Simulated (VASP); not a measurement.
Band structure of NbP (space group P6/mmm). These are PBE GGA, VASP's PBE PAW potentials (set 64) (plane waves; VASP) values and carry that method's errors.

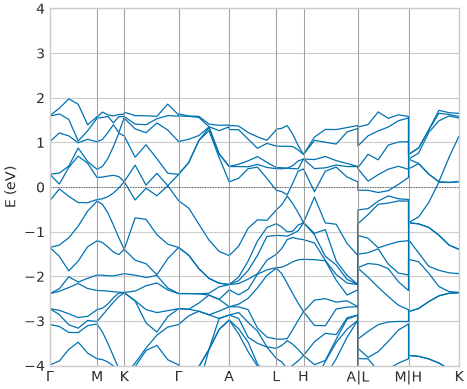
*Bands along high-symmetry lines, zero at the valence-band maximum or, without a gap, the Fermi level*

**Question.** Read the plot: is there a gap, and where are the band edges?

**Answer.** It has no gap at this level: it comes out as a metal or semimetal.

The structure was generated: NbP was put into an ordered model structure, which need not be its known phase. The cell was not relaxed at this level.
